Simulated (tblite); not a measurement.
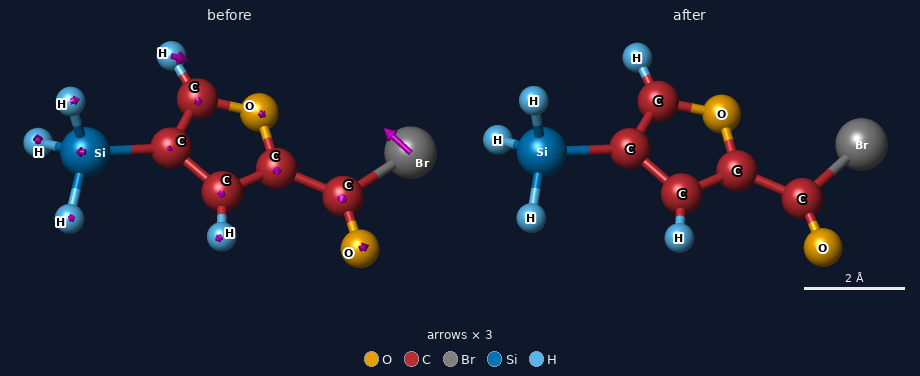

The structure of C₅H₅BrO₂Si before (left) and after (right) a relaxation, at one scale. The purple arrows give the displacements, magnified 3 times.

Style: ball-and-stick. Shown at a tilt.

Level of theory: GFN2-xTB geometry optimisation, gas phase (tblite 0.8.0). 

Describe what moved and what it gained.

After 45 geometry steps the energy has fallen by 8.53 kcal/mol. The atom that moves furthest after the best rigid fit is the Br atom (0.25 Å). By element the largest moves are Br 0.25 Å, H 0.13 Å, Si 0.07 Å, O 0.07 Å, C 0.07 Å. Some distances before and after: C–O 1.253 → 1.188 Å, Br–C 1.929 → 1.973 Å, C–Si 1.844 → 1.881 Å, C–C 1.379 → 1.410 Å. Among the angles between lasting bonds that change: Br–C–C 120.1° → 111.6°, O–C–H 124.6° → 117.2°, H–Si–H 104.3° → 111.5°.
